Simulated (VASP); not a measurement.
Band structure of Ag (fcc). Calculation: vdW-DF2, VASP's PBE PAW potentials (set 64) (plane waves; VASP).

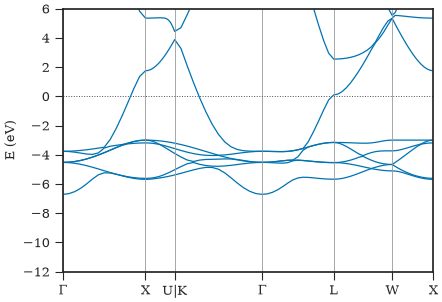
Figure. Bands along high-symmetry lines, zero at the valence-band maximum or, without a gap, the Fermi level

Read the plot: is there a gap, and where are the band edges?

It has no gap at this level: it comes out as a metal or semimetal. (Edges off the drawn lines would not show.)

The compound is Ag in the fcc structure. It was relaxed first, which changed the volume by +17 %.
